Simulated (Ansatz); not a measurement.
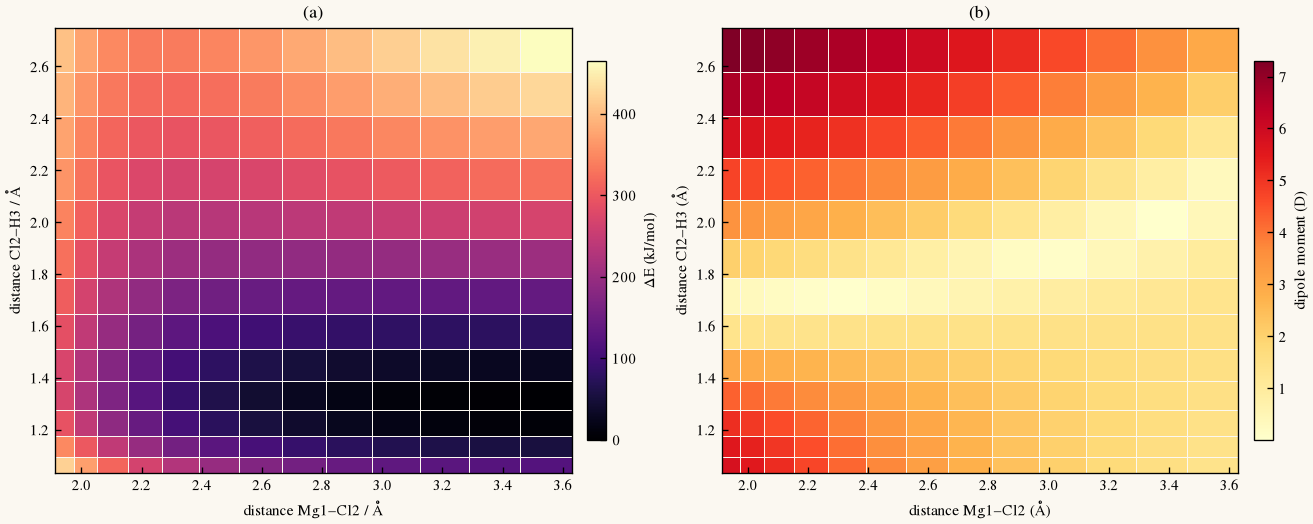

The system Mg + ClH. First axis: distance Mg1–Cl2. Second axis: distance Cl2–H3. Nothing is relaxed (the angle Mg1–Cl2–H3 is fixed at 180 degrees). Grid: 13 × 13 points. Points are written as (first, second). Energies: kJ/mol, counted from the lowest grid point. The reference is spin-restricted, so regions where a bond is pulled apart into radicals lie too high. All numbers below come from RKS wB97X-V/def2-SVPD (Ansatz).

Panel (a) is the energy; panel (b) is the computed dipole moment, in D.

The picture shows one coloured cell a grid point.

> How does the dipole moment vary over the map, and what is it at the lowest grid point?

Leaving out the highest fifth of the energies, it runs from 0.0 D at (3.373 Å, 2.008 Å) to 6.4 D at (2.100 Å, 2.493 Å). At the lowest grid point, (3.544 Å, 1.328 Å), it is 1.5 D. That point lies on the edge of the scan.
